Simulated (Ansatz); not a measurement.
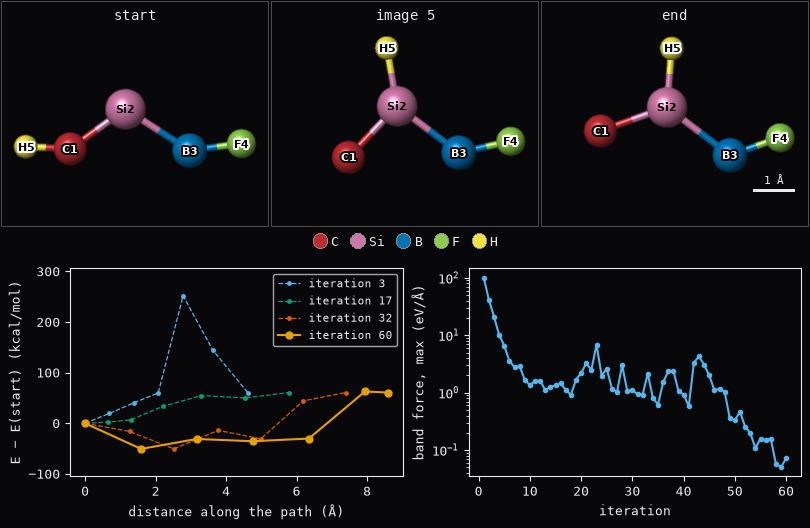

NEB run on CHBFSi (multiplicity 2). Images are numbered from 0 (start) to 6 (end). The plot follows the band through its iterations. A ball-and-stick model, seen face on.

Method: Ansatz, UKS PBE0/STO-3G. Run with 5 movable images; climbing image; force threshold 0.03 eV/Å; iteration limit 60; starting path through a guess of the saddle point.

**Judge this run.**

The result isn't final. The band hadn't converged when the run stopped after 60 iterations. The largest component of the band force went from 100 to 0.072 eV/Å. The barrier read from it is provisional, though the highest image hardly moved in the last two iterations. The first iteration put the highest image at 813.7 kcal/mol. Relative to the start the highest point is image 5 at +62.9 kcal/mol and the end lies at +60.9 kcal/mol, but the profile dips to −50.5 kcal/mol at image 1 on the way, so there may be more than one step; on an unconverged band the side maxima are provisional.

Limits of the set-up: STO-3G is a minimal basis, so the numbers are rough.

The run took 7.5 min on 1 thread of Intel(R) Xeon(R) Processor @ 2.70GHz, with other jobs on the host, peak memory 0.11 GiB.
